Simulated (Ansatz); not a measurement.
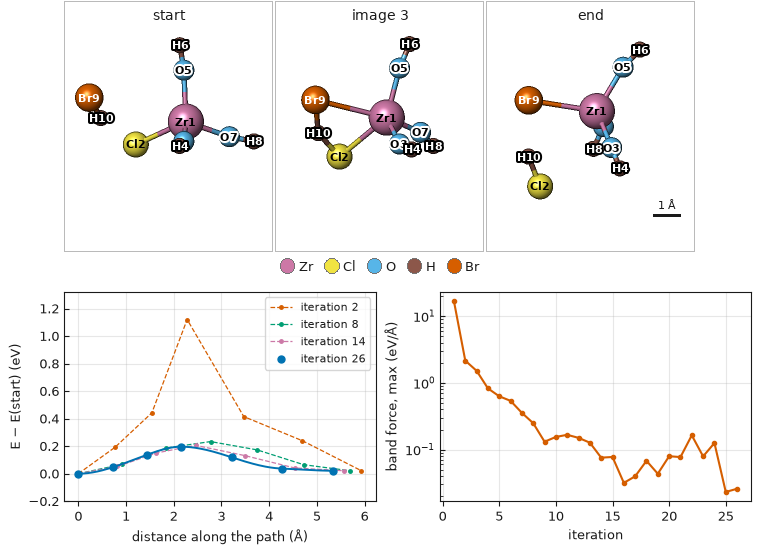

A nudged-elastic-band calculation for ZrH4O3BrCl, made up at the start of ZrH3O3Cl and HBr. Images are numbered from 0 (start) to 6 (end). The plot follows the band through its iterations. Style: ball-and-stick. Shown from a free direction.

Computed with Ansatz, RKS PBE-D4/def2-SVP. Settings: 5 movable images; climbing image; force threshold 0.05 eV/Å; iteration limit 60; starting path through a guess of the saddle point.

Question: Did the band converge, and can the barrier be trusted?

Answer: The result is final at these settings. The band converged in 26 iterations. The largest component of the band force went from 17 to 0.026 eV/Å. The climbing image converged on the top of the path. Its vibrational analysis gives one imaginary mode (64i cm⁻¹), as a transition state must have. The first iteration put the highest image at 4.490 eV. The energy climbs by 0.196 eV to image 3 and then falls by 0.175 eV, so the end point sits at +0.021 eV.

Limits of the set-up: the start holds two separate molecules, 2.2 Å apart at their closest, whose relative position is a soft coordinate.

Cost: 4.2 min on 4 threads of Arm Neoverse V1 (shared host), peak memory 0.23 GiB.
